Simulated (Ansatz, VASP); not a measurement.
# ZnAu: VASP beside Ansatz

Aim: how closely do two programs agree when they are given the same cell, functional and k mesh? The cell comes out of the VASP series on this material, whose earlier steps may have relaxed, scaled or displaced it; both programs get it as it stands.

Calculated with Ansatz 0.2.0; plane waves, with VASP 6.6.1 beside it; relaxation of cell and atoms at LDA.

## Step 1: The structure

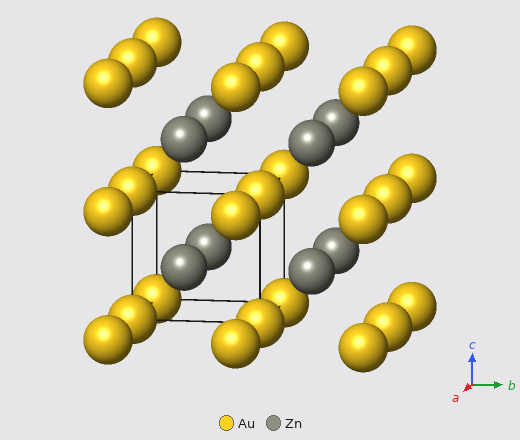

The starting structure, seen slightly off an axis (gold yellow, zinc grey). 2×2×2 cells are drawn. Some periodic images of atoms are drawn too.

## Step 2: Ansatz: relaxation of cell and atoms, LDA

Ansatz runs on its default PAW (the set named soft_2) files.

The relaxed volume is the usual yardstick between codes: its relative difference is about their pressure difference at one cell divided by the bulk modulus.

input.yaml

```yaml
crystal:
  lattice:
    - [3.099579126, 0.0, 0.0]
    - [0.0, 3.099579126, 0.0]
    - [0.0, 0.0, 3.099579126]
  atoms:
    - { symbol: Au, position: [0.0, 0.0, 0.0] }
    - { symbol: Zn, position: [0.5, 0.5, 0.5] }
hamiltonian:
  xc: lda
  pseudopotentials: { kind: paw }
kpoints:
  mp_grid: { grid: [14, 14, 14] }
scf:
  occupations: { method: methfessel_paxton, width: 0.15 }
relax:
  f_tol: 0.01
  max_steps: 60
  cell: { stress_tol: 0.05 }
output:
  forces: true
  stress: true
```

Launch:

```
ansatz run input.yaml --threads 4 --pin off --max-ram 9216MiB --backend cpu --events-out ev --progress --plain --runs-dir out
```

Numbers of over 12 decimals in the logs are rounded to 6 here.

What it wrote:

```text
Engine: ansatz 0.2.0, aarch64-unknown-linux-gnu
Pseudopotentials: kind: paw
Pseudopotential: Au, paw, valence charge 19, recommended cutoff 420 eV (normal), Au.paw.azcp
Pseudopotential: Zn, paw, valence charge 12, recommended cutoff 420 eV (normal), Zn.paw.azcp
Functional definition: SPW92
  exchange = slater_x
  correlation = pw_c
Crystal: 2 atoms, lattice volume = 29.779 Å³
Basis set: ecut = 420 eV, 587 PW (Γ)
Bands: 20, of which v1, the nominal top of the filled ones, is band 16 counted from 1 (15 counted from 0)
Symmetry: 48 space group operations
Space group: Pm-3m (ITA 221), of the structure as read, at distance tolerance 3.1e-5 Å
k-points: 120 of 2744
Non-local potential: Au, projectors of the file, l = 0: 3, l = 1: 2, l = 2: 2, l = 3: 1
Non-local potential: Zn, projectors of the file, l = 0: 2, l = 1: 2, l = 2: 3, l = 3: 1
PAW form: soft (Blöchl's): semilocal exchange-correlation on the pseudo side does not see the compensation charge
PAW frozen core: Au, regenerated for the run's functional, and the local potential with it (the file was generated under x = pbe(κ = 0.804, μ = 0.219515), c = pbe(β = 0.066725))
PAW frozen core: Zn, regenerated for the run's functional, and the local potential with it (the file was generated under x = pbe(κ = 0.804, μ = 0.219515), c = pbe(β = 0.066725))
PAW one-centre angular grid: Au, 590 points (default); XC on 64 Gauss nodes
PAW one-centre angular grid: Zn, 590 points (default); XC on 64 Gauss nodes
Initial density: superposition of atomic densities (neutral atoms: chi_scale 0, normalization atom), corrected by the library's trained network
Initial wavefunctions: pseudopotential atomic-orbital guess
Functional: x = slater, c = lda
SCF iter   1: F=—  HF=-16111.658574 eV  |F-HF|=—  |Δ(HF+E_count)|=         —  Δρ=6.81e-3  dr2=5.77e-3  ethr=1.77e-3  ⟨swp⟩=5.0  Hψ=9966  notcnv=0
preconditioner: auto → none  [metal: Δε(μ)=0.062 eV  Ē_g=13.092 eV  σ=0.150 eV  W_gap=0.32  n_scr=6 (ndim 8)  ℏωp=32.6 eV  f_vac=0.000  D(μ)=0.80/eV (n_scr^D=6)  sad-step TF]
SCF iter   2: F=—  HF=-16111.658219 eV  |F-HF|=—  |Δ(HF+E_count)|=   3.55e-4  S|Δr|=    0.00e0  Δρ=2.80e-3  dr2=1.25e-3  ethr=1.86e-5  ⟨swp⟩=2.0  Hψ=4577  notcnv=0
SCF iter   3: F=—  HF=-16111.658047 eV  |F-HF|=—  |Δ(HF+E_count)|=   1.72e-4  S|Δr|=    0.00e0  Δρ=2.21e-3  dr2=8.59e-4  ethr=4.04e-6  ⟨swp⟩=2.0  Hψ=3716  notcnv=0
SCF iter   4: F=—  HF=-16111.657818 eV  |F-HF|=—  |Δ(HF+E_count)|=   2.29e-4  S|Δr|=    0.00e0  Δρ=6.93e-4  dr2=6.23e-5  ethr=2.77e-6  ⟨swp⟩=2.0  Hψ=3637  notcnv=0
SCF iter   5: F=—  HF=-16111.657807 eV  |F-HF|=—  |Δ(HF+E_count)|=   1.09e-5  S|Δr|=    0.00e0  Δρ=5.86e-5  dr2=4.79e-7  ethr=2.01e-7  ⟨swp⟩=2.4  Hψ=3611  notcnv=0
SCF iter   6: F=-16111.657807 eV  HF=-16111.657807 eV  |F-HF|=4.16e-8  |Δ(HF+E_count)|=   6.10e-7  S|Δr|=    0.00e0  Δρ=1.86e-5  dr2=6.47e-8  ethr=3.23e-10  ⟨swp⟩=4.6  Hψ=8639  notcnv=0
SCF 1 converged in 6 iterations: F = -16111.657807 eV  dr2 = 6.47e-8
  greatest PAW one-centre occupation: 1.003 electrons in one spin orbital (limit 2), on the Au atom at site 0 (counted from 0), in its partial waves of l = 0
relax step   1: F+E_penalty+E_count = -16111.65780734 eV  Δ(F+E_penalty+E_count) = +0.000e0 eV  max|allowed force component| = 1.630e-29 eV/Å  Δτ_max = 0.0000 Å  P = -0.644 GPa  Ω = 29.779 Å³  (6 SCF iters, dr2 threshold 1.00e-7 eV, accepted)
[...]
relax step   2: F+E_penalty+E_count = -16111.65806949 eV  Δ(F+E_penalty+E_count) = -2.622e-4 eV  max|allowed force component| = 3.944e-31 eV/Å  Δτ_max = 0.0000 Å  P = +0.314 GPa  Ω = 29.598 Å³  energy of the carried Pulay correction = +7.252e-5 eV  (5 SCF iters, dr2 threshold 2.00e-7 eV, accepted)
[...]
relax step   3: F+E_penalty+E_count = -16111.65810287 eV  Δ(F+E_penalty+E_count) = -3.337e-5 eV  max|allowed force component| = 1.709e-30 eV/Å  Δτ_max = 0.0000 Å  P = -0.002 GPa  Ω = 29.657 Å³  energy of the carried Pulay correction = +4.881e-5 eV  (4 SCF iters, dr2 threshold 2.00e-7 eV, accepted)
[...]
relax step   4: F+E_penalty+E_count = -16111.65804727 eV  Δ(F+E_penalty+E_count) = +5.559e-5 eV  max|allowed force component| = 5.259e-31 eV/Å  Δτ_max = 0.0000 Å  P = -0.002 GPa  Ω = 29.657 Å³  stress off target by 2.04e-3 GPa  SCF on the basis re-selected at this cell (its energy is not comparable with the rows above)  (5 SCF iters)
basis re-selected at this cell: Δ(F+E_penalty+E_count) = +5.559e-5 eV, ΔP = +0.000 GPa vs the last step (what re-selecting the basis moved, of the pressure what is left beyond the Pulay correction that the steps carried, after the strain that the cell walked since its last selection, with what the two solves' SCF thresholds leave and, on support functions, any second-order correction that the steps lacked; it is no m [...]
SCF converged after 5 iterations
Stability not checked: this state was not tested for a lower state beside it, because cold or Methfessel-Paxton smearing, or corrected tetrahedra, fill the levels in a way that the test cannot read (fill_not_monotonic; see scf.lower_state_search)
Free energy (F): -16111.658047 eV
Harris-Foulkes:  -16111.658047 eV  (|F-HF|=3.64e-12)
Internal energy: -16111.656454 eV  (E = F + TS)
E sigma→0 (E₀):  -16111.657649 eV
Entropy (-TS):   -0.001593 eV (-0.797 meV/atom)
Fermi energy:    17.791367 eV
--- Per-component energies (eV) ---
  E_band       = -149.981549
  E_kinetic    = 738.572156
  E_local      = -3154.187288  (includes V_loc(G=0)·N_el)
  E_nonlocal   = 695.540818
  E_hartree    = 1332.101919
  E_xc         = -364.068179
  E_vxc        = -330.934327  (∫ρ·V_xc dr)
  E_paw        = -11178.322265  (= ΣΔE_a)
  E_vpaw       = -763.177572  (= ΣTr[D̂ρ^β])
  E_aug_tail   = 0.000863  (compensation charges beyond the density's cutoff)
  E_ewald      = -4183.374337
  E_core_change = 2.079859  (= ΣΔE_core)
  E_smearing   = -0.001593  (= −TS)
  E_closure    = -0.000000  (closes the sum)
  Σ components = -16111.658047   (vs F -16111.658047, Δ=0.00e0)
--- Forces (eV/Å), atoms counted from 1 ---
  atom   1  Au    -0.00000000     0.00000000    -0.00000000
  atom   2  Zn    -0.00000000     0.00000000    -0.00000000
  max |Σ_I F_I| component: 2.89e-30 eV/Å
--- Stress (GPa, compression-positive) ---
       -0.002038       0.000000       0.000000
        0.000000      -0.002038       0.000000
        0.000000       0.000000      -0.002038
  P = ⅓ Tr σ = -0.0020 GPa (-0.020 kbar)
--- Relaxed structure (3 steps of the walk, 3 accepted, 1 SCFs on fresh bases) ---
  F+E_penalty+E_count = -16111.65804727 eV   max|allowed force component| = 5.259e-31 eV/Å   (the final SCF, on the basis selected at the relaxed cell)
  cell:  # Å, volume = 29.6572 Å³
    - [3.095351, 0, 0]
    - [0, 3.095351, 0.0]
    - [0, 0.0, 3.095351]
  atoms:
    - { symbol: Au, position: [0, 0, 0] }
    - { symbol: Zn, position: [0.5, 0.5, 0.5] }
```

The job ended after 2.9 s (4 threads of Arm Neoverse V2, shared host; peak memory 0.44 GiB).

## Step 3: VASP: relaxation of cell and atoms, LDA

The same cell, functional (in two slightly different forms), mesh and smearing now go to VASP, with its own data sets and cutoff.

Lines of VASP's logs that name or quote its potential files are left out, and so is its time.

INCAR

```
SYSTEM = ZnAu
PREC = Accurate
ENCUT = 450
EDIFF = 1E-06
NELM = 100
ISMEAR = 1
SIGMA = 0.15
LREAL = .FALSE.
ALGO = Normal
GGA = CA
NBANDS = 17
LORBIT = 11
LWAVE = .FALSE.
LCHARG = .FALSE.
KPAR = 4
IBRION = 2
NSW = 50
ISIF = 3
EDIFFG = -0.006
```

POSCAR

```
ZnAu
1.0
    3.0995791260      0.0000000000      0.0000000000
    0.0000000000      3.0995791260      0.0000000000
    0.0000000000      0.0000000000      3.0995791260
Au Zn
1 1
Direct
    0.0000000000      0.0000000000      0.0000000000
    0.5000000000      0.5000000000      0.5000000000
```

KPOINTS

```
Automatic mesh
0
Gamma
14 14 14
0 0 0
```

Potentials, in the order of the species: Au and Zn (LDA family, release 64).

Launch:

```
mpirun -np 4 vasp_std
```

What it wrote:

```text
[banner, memory and clock lines left out]
running    4 mpi-ranks, on    1 nodes
 distrk:  each k-point on    1 cores,    4 groups
 distr:  one band on    1 cores,    1 groups

 POSCAR found type information on POSCAR AuZn
 POSCAR found :  2 types and       2 ions
 LDA part: xc-table for (Slater(with rela. corr.)+CA(PZ))
 , standard interpolation
 POSCAR, INCAR and KPOINTS ok, starting setup
 FFT: planning ... GRIDC
 FFT: planning ... GRID_SOFT
 FFT: planning ... GRID
 WAVECAR not read
 entering main loop
       N       E                     dE             d eps       ncg     rms          rms(c)
DAV:   1     0.113308668171E+03    0.11331E+03   -0.10667E+04  4241   0.161E+03
DAV:   2    -0.336356025209E+01   -0.11667E+03   -0.11223E+03  4187   0.297E+02
DAV:   3    -0.728794728924E+01   -0.39244E+01   -0.39045E+01  4641   0.622E+01
DAV:   4    -0.731696835534E+01   -0.29021E-01   -0.29014E-01  4666   0.464E+00
DAV:   5    -0.731728665969E+01   -0.31830E-03   -0.31830E-03  4593   0.511E-01    0.984E+00
DAV:   6    -0.680212940823E+01    0.51516E+00   -0.14958E+00  4296   0.141E+01    0.600E+00
DAV:   7    -0.676619104887E+01    0.35938E-01   -0.36642E-02  5800   0.403E+00    0.309E+00
DAV:   8    -0.675493495108E+01    0.11256E-01   -0.94451E-03  4390   0.104E+00    0.138E-01
DAV:   9    -0.675492059532E+01    0.14356E-04   -0.34404E-04  4972   0.321E-01    0.666E-02
DAV:  10    -0.675491918683E+01    0.14085E-05   -0.40880E-05  4637   0.679E-02    0.198E-02
DAV:  11    -0.675491848246E+01    0.70437E-06   -0.27194E-06  3781   0.263E-02
   1 F= -.67549185E+01 E0= -.67544341E+01  d E =-.675492E+01
 curvature:   0.00 expect dE= 0.000E+00 dE for cont linesearch  0.000E+00
 trial: gam= 0.00000 g(F)=  0.000E+00 g(S)=  0.376E-05 ort = 0.000E+00 (trialstep = 0.100E+01)
 search vector abs. value=  0.376E-05
 reached required accuracy - stopping structural energy minimisation
```

From OUTCAR (step 3):

```text
ion  position               nearest neighbor table
   1  0.000  0.000  0.000-   2 2.68   2 2.68   2 2.68   2 2.68   2 2.68   2 2.68   2 2.68   2 2.68

  LATTYP: Found a simple cubic cell.
 ALAT       =     3.0995791260

 Subroutine GETGRP returns: Found 48 space group operations
 (whereof 48 operations were pure point group operations)

The static configuration has the point symmetry O_h .

 Found    120 irreducible k-points:

   k-points           NKPTS =    120   k-points in BZ     NKDIM =    120   number of bands    NBANDS=     17

   dimension x,y,z NGX =    24 NGY =   24 NGZ =   24
   dimension x,y,z NGXF=    48 NGYF=   48 NGZF=   48

   ENCUT  =  450.0 eV  33.07 Ry    5.75 a.u.   5.36  5.36  5.36*2*pi/ulx,y,z

   NELECT =      23.0000    total number of electrons

 k-points in reciprocal lattice and weights: Automatic mesh
   0.00000000  0.00000000  0.00000000       0.000
   0.07142857  0.00000000  0.00000000       0.002
   0.14285714  0.00000000  0.00000000       0.002
   0.21428571  0.00000000  0.00000000       0.002
   0.28571429  0.00000000  0.00000000       0.002
   0.35714286  0.00000000  0.00000000       0.002
   0.42857143  0.00000000  0.00000000       0.002
   0.50000000  0.00000000  0.00000000       0.001
   0.07142857  0.07142857  0.00000000       0.004
[...]
0.50000000  0.50000000  0.42857143       0.002
   0.50000000  0.50000000  0.50000000       0.000

 average (electrostatic) potential at core
       1 -66.9686       2 -33.4700

 E-fermi :   7.4709

 k-point     1 :       0.0000    0.0000    0.0000
  band No.  band energies     occupation
    ...
      7       1.8519      2.00000
      8       1.8519      2.00000
      9       3.6511      2.00000
     10       3.6511      2.00000
     11       3.6511      2.00000
     12      12.4603      0.00000
     13      12.4603      0.00000
     14      12.4603      0.00000
     15      16.7900      0.00000
     16      20.0342      0.00000
    ...

 k-point     2 :       0.0714    0.0000    0.0000
  band No.  band energies     occupation
    ...
      7       1.8343      2.00000
      8       1.8776      2.00000
      9       3.5737      2.00000
     10       3.5737      2.00000
     11       3.6423      2.00000
     12      11.7428      0.00000
     13      12.6429      0.00000
     14      12.6429      0.00000
     15      17.2451      0.00000
     16      19.9159      0.00000
    ...

 k-point     3 :       0.1429    0.0000    0.0000
  band No.  band energies     occupation
    ...
      7       1.7830      2.00000
      8       1.9495      2.00000
      9       3.3666      2.00000
     10       3.3666      2.00000
     11       3.6175      2.00000
     12      10.2853     -0.00000
     13      13.1656      0.00000
     14      13.1656      0.00000
     15      17.8270      0.00000
     16      19.5983      0.00000
    ...

  Total       -0.0072128     -0.0072128     -0.0072128      0.0000000      0.0000000      0.0000000
  in kB       -0.3880645     -0.3880645     -0.3880645      0.0000000      0.0000000      0.0000000
  external PRESSURE =      -0.3880645 kB  Pullay stress =       0.0000000 kB

  energy-cutoff  :      450.00
  volume of cell :       29.78
      direct lattice vectors                 reciprocal lattice vectors
     3.099579126  0.000000000  0.000000000     0.322624447  0.000000000  0.000000000
     0.000000000  3.099579126  0.000000000     0.000000000  0.322624447  0.000000000
     0.000000000  0.000000000  3.099579126     0.000000000  0.000000000  0.322624447

 POSITION                                       TOTAL-FORCE (eV/Angst)
 -----------------------------------------------------------------------------------
      0.00000      0.00000      0.00000         0.000000      0.000000      0.000000
      1.54979      1.54979      1.54979         0.000000      0.000000      0.000000
 -----------------------------------------------------------------------------------
    total drift:                                0.000000      0.000000     -0.000000

  FREE ENERGIE OF THE ION-ELECTRON SYSTEM (eV)
  ---------------------------------------------------
  free  energy   TOTEN  =        -6.7549184825 eV

  energy  without entropy=       -6.7534654824  energy(sigma->0) =       -6.75443415

 reached required accuracy - stopping structural energy minimisation

 total charge
# of ion       s       p       d       tot
------------------------------------------
    1        0.632   0.430   8.713   9.774
    2        0.543   0.495   9.778  10.815
--------------------------------------------------
tot          1.175   0.925  18.491  20.590

[... 3 further parts left out ...]
```

CONTCAR:

```
ZnAu
   1.00000000000000
     3.0995791260000001    0.0000000000000000    0.0000000000000000
     0.0000000000000000    3.0995791260000001    0.0000000000000000
     0.0000000000000000    0.0000000000000000    3.0995791260000001
  Au              Zn
     1     1
Direct
     0.0000000000000000    0.0000000000000000    0.0000000000000000
     0.5000000000000000    0.5000000000000000    0.5000000000000000
```

## Step 4: Differences

Known differences besides the PAW data sets themselves: the two LDA forms differ slightly; both relaxations stop at a tolerance, which leaves soft axes loose, and VASP keeps its plane-wave basis; the data sets hold 31 valence electrons in Ansatz (default PAW (the set named soft_2) files) and 23 in VASP; the cutoff is 420 eV in Ansatz and 450 eV in VASP; Ansatz makes its cores anew for this functional, VASP keeps those of its LDA data sets; Ansatz adds a Pulay correction to the stress that steers its cell, VASP none. Total energies have different zeros and are not compared.

Both answers:

| quantity | Ansatz | VASP | difference |
| --- | --- | --- | --- |
| volume (Å³) | 29.66 | 29.78 | -0.41 % |
| edge a after relaxation, in the typed setting (Å) | 3.095 | 3.100 | -0.14 % |

The walks stopped with 0.00 GPa left in Ansatz and -0.04 GPa in VASP; each walk ends within a tolerance, so the volume difference is uncertain by about these residues over the bulk modulus, most in soft cells.

## Step 5: Summary of results

```yaml
difference_in_volume_relaxation_of_cell_and_atoms_lda: -0.41 %
```

What this shows: The difference in volume is -0.41 % (relaxation of cell and atoms, LDA), within the 1.2 % picked in this series as the mark of a large difference, as far as the stopping tolerances let one tell. How closely two codes agree says nothing of how well the functional describes the real material.

[Lines on the potential files, build, host, timing and source positions are cut from VASP's logs without a mark.]

[Logs are printed without paths, hosts, clocks, repeated set-up lines and the standing remarks that a program may print on its own settings, such as how far it seeks lower states.]

[Hosts, paths, dates, database ids (printed as entryN), source tags and the programs' standing remarks are cut or masked in the printed files.]
